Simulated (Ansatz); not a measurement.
System: C$_{3}$H$_{7}$N (SMILES CC=CN).

The calculation's input:

```
crystal:
  periodic: [false, false, false]
  atoms:
    - {symbol: C, position_ang: [-0.561539, 1.609887, -0.111043]}
    - {symbol: C, position_ang: [0.221953, 0.359139, -0.323157]}
    - {symbol: C, position_ang: [0.027837, -0.764353, 0.365401]}
    - {symbol: N, position_ang: [0.788442, -1.924061, 0.290702]}
    - {symbol: H, position_ang: [-1.058607, 1.939254, -1.029738]}
    - {symbol: H, position_ang: [-1.332341, 1.466533, 0.650244]}
    - {symbol: H, position_ang: [0.074582, 2.439583, 0.216546]}
    - {symbol: H, position_ang: [1.008798, 0.385043, -1.075683]}
    - {symbol: H, position_ang: [-0.753479, -0.802941, 1.121195]}
    - {symbol: H, position_ang: [1.376453, -1.988823, -0.526368]}
    - {symbol: H, position_ang: [0.273300, -2.776259, 0.442598]}
basis:
  gaussian: {orbitals: def2-TZVPP}
hamiltonian: {xc: pbe0, dispersion: d4}
output: {orbitals: {seedname: orbitals}}
```

Command:

```sh
ansatz run in.yaml --threads 2 --pin off --events-out ev --progress --plain --max-ram 4352MiB
```

Geometry: PBE0-D4/def2-TZVP.

Theory: RKS PBE0-D4/def2-TZVPP in Ansatz 0.2.0.

**What can the converged electron density and electron localisation function tell about the bonding?**

C–C (1.33 Å): ρ at the midpoint is about 2.4 e/Å³; the ELF peaks at about 0.95 between the atoms (a short, multiple covalent bond).
C–N (1.39 Å): the density is about 2.2 e/Å³ at the midpoint; the ELF peaks at about 0.90 between the atoms; localised, covalent bonding.
N–H (1.01 Å): ρ at the midpoint is about 2.9 e/Å³; the ELF climbs to about 1 towards the hydrogen, as it does in any bond to H: a covalent bond by its length.
C–C (1.49 Å): the density is about 1.8 e/Å³ at the midpoint; the ELF peaks at about 0.95 between the atoms: a shared electron pair.

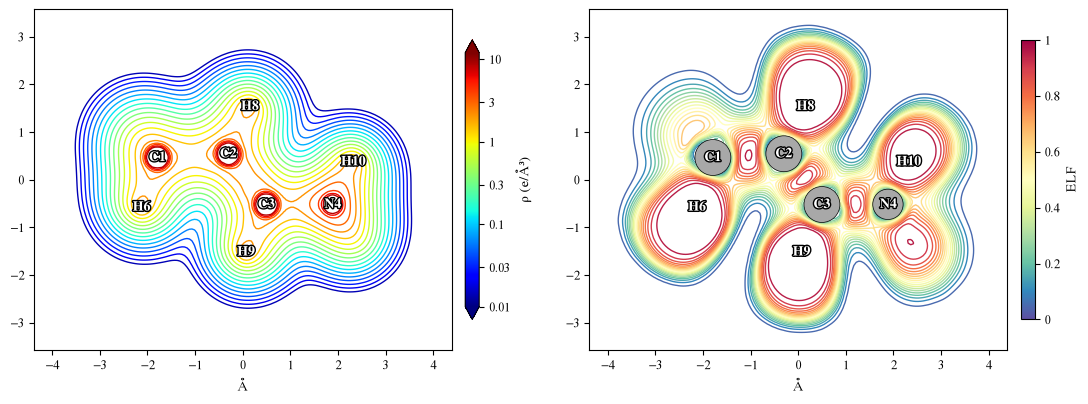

Computed electron density and electron localisation function on the plane of atoms C1, C2 and C3, in this order. Grey discs cover the atomic cores in the ELF map. 
